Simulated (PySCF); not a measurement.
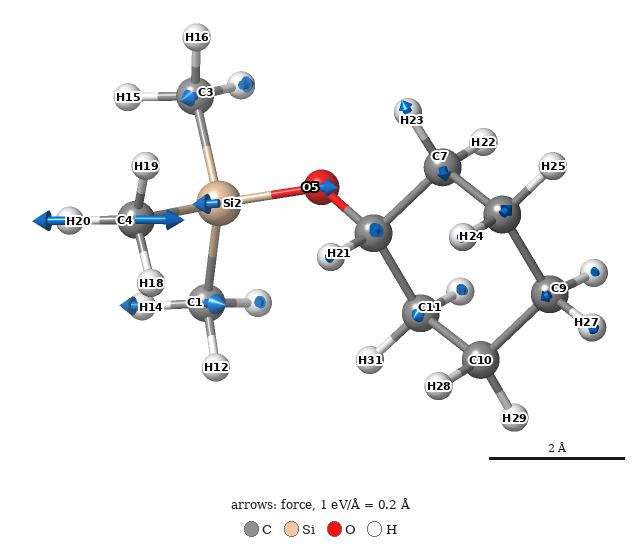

Starting geometry of C₉H₂₀OSi with the computed forces as blue arrows. Style: ball-and-stick. Shown at a tilt.

The start comes from GFN2-xTB. Its atoms were then displaced at random by about 0.01 Å.

Computed with PBE0-D3(BJ)/def2-SVP geometry optimisation, gas phase (PySCF 2.14.0, density-fitted response routines). 

What follows when this structure is relaxed?

Answer. It isn't relaxed: the largest force vector, on a C atom, is 3.71 eV/Å. The final displacements have little in common with the starting forces (cosine between the two patterns 0.02). After 14 geometry steps the energy has fallen by 0.402 eV. The largest move after the best rigid fit is that of an H atom, 0.95 Å. By element the largest moves are H 0.95 Å, C 0.66 Å, O 0.17 Å, Si 0.08 Å. Among the contacts that change: C–H 1.029 → 1.102 Å, O–Si 1.626 → 1.678 Å, C–H 1.051 → 1.102 Å, C–Si 1.926 → 1.878 Å. Bond angles that change, for instance: Si–O–C 130.9° → 124.5°, C–Si–O 113.4° → 109.8°, H–C–H 111.2° → 107.9°. Groups turn about C–O by about 25°. The run took 8.1 min on 2 threads of Intel(R) Xeon(R) Platinum 8259CL CPU @ 2.50GHz (shared host).
